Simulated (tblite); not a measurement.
**Saddle-point search, with input and output: C5H9NS**

The run: saddle-point search of C5H9NS, SMILES C=CC(=S)N(C)C. Method and program: GFN2-xTB saddle search (eigenvector following) and harmonic vibrations, gas phase (tblite 0.8.0).

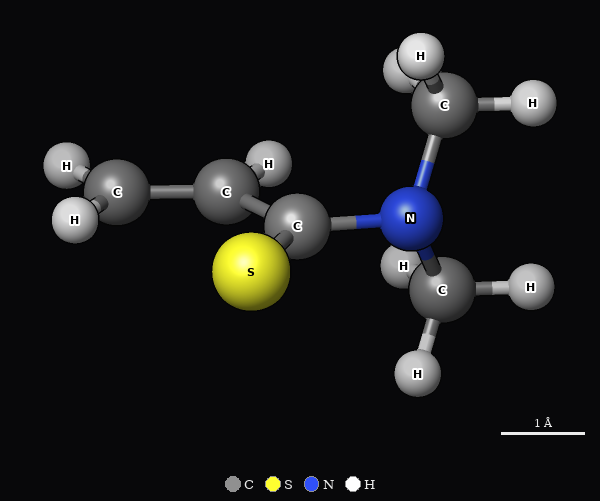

The starting structure (ball-and-stick view, seen at a tilt). Bond lengths as drawn: C–C 1.33 to 1.44 Å, C–H 1.08 to 1.10 Å, C–N 1.42 to 1.45 Å and C–S 1.64 Å.

## Results in brief

| quantity | value |
| --- | --- |
| outcome | converged |
| total energy | −582.3584 eV |
| point group | Cs |
| hardware | 1 CPU thread, shared host |
| wall time | 1.9 s |
| peak memory | 0.2 GiB |

## The input
```
{"job": {"xc": "GFN2-xTB", "basis": "xTB", "kind": "saddle"}, "charge": 0, "multiplicity": 1}
C      2.899908     0.303341    -0.097347
C      1.674144     0.174395     0.411269
C      0.475116     0.050823    -0.383880
S      0.482298     0.055183    -2.023620
N     -0.718757    -0.075368     0.374436
C     -0.718766    -1.286951     1.177804
C     -0.970145     1.108277     1.180136
H      3.769416     0.393285     0.529724
H      3.056566     0.321414    -1.163861
H      1.508616     0.155425     1.480066
H     -1.694001    -1.384200     1.651974
H      0.059236    -1.279723     1.953041
H     -0.556620    -2.142757     0.523474
H     -0.209676     1.258820     1.958258
H     -1.946185     1.001915     1.650846
H     -0.985009     1.980987     0.528153
```

The first line tells a small driver script what to run in tblite; the rest is the geometry in Å.

Command:
```bash
OMP_NUM_THREADS=1 python <driver script> task.json out
```

## What the program printed
```
step      E/eV     max force
  0    -582.27533   0.5489
  1    -582.34125   0.1580
  2    -582.35663   0.0808
  3    -582.35804   0.0900
  4    -582.35787   0.1121
  5    -582.35830   0.0127
  6    -582.35839   0.0030
lowest wavenumbers (cm-1): -124.5 77.5 185.7 188.8 210.7 228.5
```

## Trajectory as extended XYZ (Å, eV, eV/Å), 7 frames, from step=0 to step=6
```
16
Properties=species:S:1:pos:R:3:forces:R:3 step=0 energy=-582.27533
C     2.8999    0.3033   -0.0973    0.0010   0.0000   0.0800
C     1.6741    0.1744    0.4113    0.4170   0.0440  -0.2920
C     0.4751    0.0508   -0.3839    0.1920   0.0190  -0.0020
S     0.4823    0.0552   -2.0236   -0.2460  -0.0260   0.4900
N    -0.7188   -0.0754    0.3744   -0.3950  -0.0400  -0.2030
C    -0.7188   -1.2870    1.1778   -0.0240   0.0170  -0.1490
C    -0.9701    1.1083    1.1801   -0.0210  -0.0200  -0.1490
H     3.7694    0.3933    0.5297    0.0280   0.0030   0.0120
H     3.0566    0.3214   -1.1639   -0.0270  -0.0030   0.0220
H     1.5086    0.1554    1.4801    0.2560   0.0270   0.0030
H    -1.6940   -1.3842    1.6520    0.0030   0.0030  -0.0100
H     0.0592   -1.2797    1.9530   -0.0730  -0.1160   0.0920
H    -0.5566   -2.1428    0.5235   -0.0110   0.0070   0.0120
H    -0.2097    1.2588    1.9583   -0.0950   0.0980   0.0910
H    -1.9462    1.0019    1.6508    0.0060  -0.0020  -0.0100
H    -0.9850    1.9810    0.5282   -0.0100  -0.0100   0.0130
16
Properties=species:S:1:pos:R:3:forces:R:3 step=1 energy=-582.34125
C     2.9356    0.3094   -0.1325   -0.0150  -0.0020   0.0190
C     1.7248    0.1800    0.4089    0.1320   0.0140  -0.0650
C     0.4966    0.0515   -0.3450    0.0830   0.0090  -0.0060
S     0.4381    0.0450   -1.9777   -0.0460  -0.0060   0.1510
N    -0.7105   -0.0745    0.3917   -0.1070  -0.0120   0.0070
C    -0.7415   -1.2925    1.1811   -0.0260  -0.0210  -0.0020
C    -0.9900    1.1091    1.1845   -0.0290   0.0170  -0.0030
H     3.8187    0.4013    0.4761    0.0130   0.0010  -0.0180
H     3.0655    0.3258   -1.2023   -0.0160  -0.0020   0.0100
H     1.6080    0.1651    1.4862    0.0960   0.0110  -0.0320
H    -1.7450   -1.4097    1.5940    0.0620   0.0140  -0.0370
H    -0.0162   -1.2897    2.0114   -0.0850  -0.0500  -0.0310
H    -0.5278   -2.1391    0.5282   -0.0180   0.0280   0.0370
H    -0.2803    1.2522    2.0157   -0.0900   0.0320  -0.0280
H    -1.9965    1.0176    1.5961    0.0590  -0.0010  -0.0350
H    -0.9532    1.9834    0.5342   -0.0120  -0.0310   0.0360
16
Properties=species:S:1:pos:R:3:forces:R:3 step=2 energy=-582.35663
C     2.9627    0.3084   -0.1553   -0.0350  -0.0040   0.0100
C     1.7664    0.1825    0.4205    0.0680   0.0060  -0.0190
C     0.5227    0.0566   -0.3119    0.0180   0.0020   0.0140
S     0.4422    0.0561   -1.9421    0.0050   0.0030   0.0020
N    -0.6933   -0.0727    0.4087   -0.0170   0.0020   0.0790
C    -0.7581   -1.2971    1.1844   -0.0050   0.0190   0.0250
C    -1.0127    1.1104    1.1857    0.0010  -0.0270   0.0210
H     3.8676    0.4015    0.4223   -0.0420  -0.0050  -0.0220
H     3.0566    0.3205   -1.2301   -0.0060  -0.0010   0.0460
H     1.6805    0.1713    1.5015    0.0290   0.0020  -0.0500
H    -1.7730   -1.4050    1.5681    0.0270   0.0110  -0.0160
H    -0.0573   -1.3191    2.0343   -0.0410  -0.0060  -0.0280
H    -0.5422   -2.1385    0.5284    0.0090  -0.0130  -0.0060
H    -0.3313    1.2770    2.0353   -0.0410  -0.0030  -0.0280
H    -2.0274    1.0038    1.5697    0.0250  -0.0080  -0.0140
H    -0.9773    1.9791    0.5310    0.0060   0.0200  -0.0120
16
Properties=species:S:1:pos:R:3:forces:R:3 step=3 energy=-582.35804
C     2.9670    0.3153   -0.1667   -0.0090  -0.0010   0.0010
C     1.7759    0.1911    0.4178   -0.0010   0.0030   0.0010
C     0.5280    0.0534   -0.3050    0.0030   0.0000  -0.0010
S     0.4430    0.0327   -1.9353    0.0000  -0.0070   0.0070
N    -0.6871   -0.0716    0.4180    0.0080  -0.0080   0.0220
C    -0.7664   -1.2992    1.1854   -0.0070  -0.0050   0.0070
C    -1.0122    1.1092    1.1928   -0.0210   0.0330   0.0360
H     3.8739    0.4118    0.4046    0.0010   0.0010  -0.0010
H     3.0543    0.3219   -1.2407   -0.0030   0.0010  -0.0010
H     1.7003    0.1853    1.4984    0.0020   0.0030  -0.0070
H    -1.7883   -1.4070    1.5506    0.0320   0.0040  -0.0140
H    -0.0809   -1.3251    2.0473   -0.0270  -0.0040  -0.0250
H    -0.5390   -2.1385    0.5291   -0.0030   0.0090   0.0130
H    -0.3553    1.2614    2.0656   -0.0500  -0.0040  -0.0590
H    -2.0414    1.0112    1.5454    0.0840   0.0140  -0.0290
H    -0.9457    1.9830    0.5433   -0.0070  -0.0390   0.0480
16
Properties=species:S:1:pos:R:3:forces:R:3 step=4 energy=-582.35787
C     2.9690    0.3079   -0.1687   -0.0050  -0.0010   0.0000
C     1.7801    0.1764    0.4186    0.0000  -0.0040   0.0000
C     0.5293    0.0575   -0.3027    0.0000   0.0000   0.0000
S     0.4403    0.0658   -1.9330   -0.0020   0.0090   0.0000
N    -0.6853   -0.0719    0.4198    0.0050   0.0000   0.0120
C    -0.7637   -1.2966    1.1907   -0.0170  -0.0430   0.0470
C    -1.0178    1.1114    1.1883    0.0150  -0.0180  -0.0230
H     3.8783    0.3980    0.4000   -0.0020  -0.0010  -0.0010
H     3.0519    0.3283   -1.2430   -0.0020  -0.0010   0.0030
H     1.7079    0.1579    1.4992   -0.0010  -0.0030  -0.0040
H    -1.7951   -1.4173    1.5320    0.1070   0.0060  -0.0330
H    -0.0987   -1.3100    2.0714   -0.0580  -0.0070  -0.0770
H    -0.5086   -2.1355    0.5412   -0.0200   0.0460   0.0590
H    -0.3509    1.2809    2.0456    0.0190   0.0030   0.0320
H    -2.0356    1.0022    1.5570   -0.0440  -0.0080   0.0110
H    -0.9751    1.9798    0.5340    0.0050   0.0220  -0.0270
16
Properties=species:S:1:pos:R:3:forces:R:3 step=5 energy=-582.35830
C     2.9687    0.3134   -0.1680   -0.0020   0.0000   0.0000
C     1.7795    0.1845    0.4195    0.0020   0.0000  -0.0010
C     0.5302    0.0545   -0.3022   -0.0010   0.0000   0.0010
S     0.4432    0.0452   -1.9324   -0.0010  -0.0010  -0.0040
N    -0.6848   -0.0720    0.4201    0.0010   0.0000   0.0040
C    -0.7665   -1.2988    1.1877    0.0070   0.0090  -0.0010
C    -1.0150    1.1105    1.1905    0.0030  -0.0040   0.0010
H     3.8779    0.4072    0.4003   -0.0040   0.0000  -0.0010
H     3.0517    0.3275   -1.2423   -0.0010  -0.0010   0.0030
H     1.7067    0.1720    1.5001   -0.0010   0.0010  -0.0020
H    -1.7898   -1.4086    1.5443   -0.0110   0.0000   0.0000
H    -0.0892   -1.3233    2.0543    0.0040   0.0000   0.0080
H    -0.5324   -2.1380    0.5349    0.0040  -0.0080  -0.0090
H    -0.3558    1.2723    2.0565    0.0000  -0.0010   0.0030
H    -2.0388    1.0072    1.5485   -0.0030  -0.0010  -0.0010
H    -0.9596    1.9810    0.5387    0.0030   0.0040  -0.0030
16
Properties=species:S:1:pos:R:3:forces:R:3 step=6 energy=-582.35839
C     2.9681    0.3108   -0.1706    0.0000   0.0000   0.0000
C     1.7791    0.1857    0.4177    0.0000   0.0000   0.0000
C     0.5292    0.0562   -0.3028    0.0000   0.0000   0.0000
S     0.4399    0.0490   -1.9330    0.0000   0.0000   0.0000
N    -0.6844   -0.0715    0.4211    0.0000   0.0000   0.0000
C    -0.7643   -1.2982    1.1889    0.0000  -0.0010   0.0000
C    -1.0157    1.1101    1.1922   -0.0010   0.0010   0.0010
H     3.8775    0.4050    0.3972    0.0000   0.0000   0.0000
H     3.0507    0.3211   -1.2450    0.0000   0.0000   0.0000
H     1.7063    0.1766    1.4983    0.0000   0.0000   0.0000
H    -1.7907   -1.4148    1.5358    0.0020   0.0000   0.0000
H    -0.0951   -1.3169    2.0624   -0.0010   0.0000  -0.0020
H    -0.5180   -2.1366    0.5389   -0.0010   0.0020   0.0020
H    -0.3643    1.2646    2.0656   -0.0010   0.0000  -0.0020
H    -2.0438    1.0110    1.5395    0.0020   0.0010  -0.0010
H    -0.9487    1.9829    0.5443    0.0000  -0.0020   0.0020
```

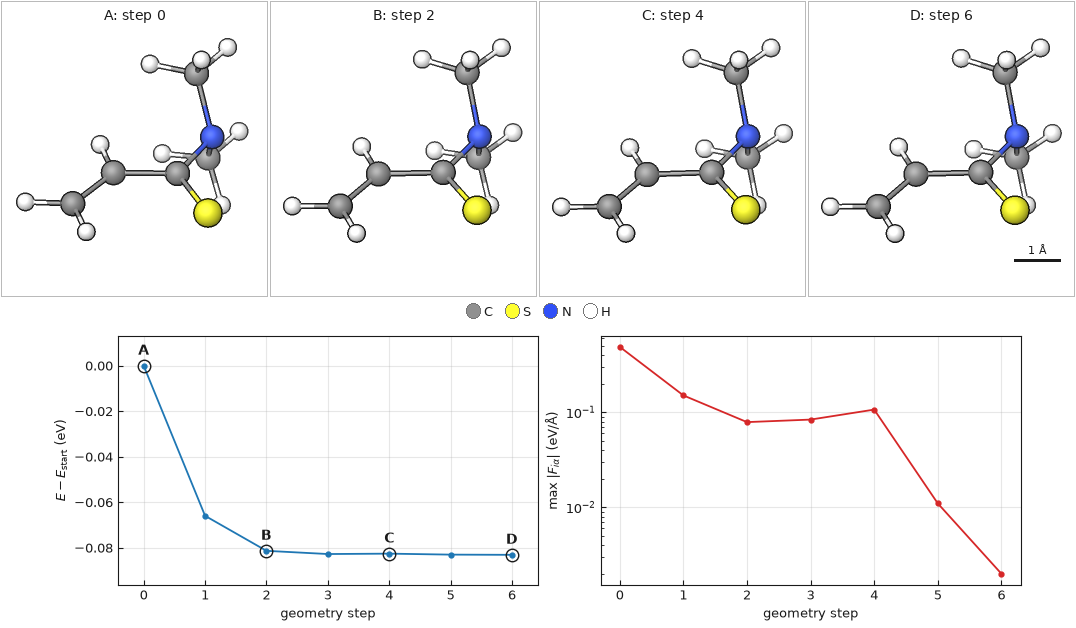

Frames of the saddle-point search (ball-and-stick view, seen at a tilt) above the curves, on which the letters mark them (steps are counted from 0).

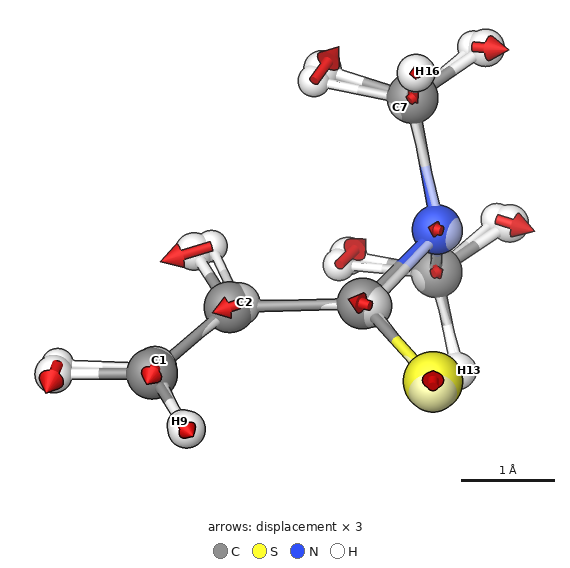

Start (faint) and end (solid) with the displacements as red arrows, magnified 3 times (ball-and-stick view, seen at a tilt). The two geometries are laid on each other by the best rigid fit. The atom that moves furthest after the best rigid fit is H10 (0.20 Å). Largest moves by element: H 0.20 Å, C 0.11 Å, S 0.10 Å, N 0.06 Å. Among the contacts that change: C3–S4 1.640 → 1.633 Å, C2–C3 1.444 → 1.448 Å, N5–C6 1.454 → 1.449 Å. Among the angles that change: C2–C3–N5 114.3° → 119.5°, S4–C3–N5 122.5° → 117.5°. Over 6 geometry steps the energy falls by 0.083 eV. The largest force component goes from 0.49 to 0.002 eV/Å. (Atoms are counted from 1 in the order of the input.)
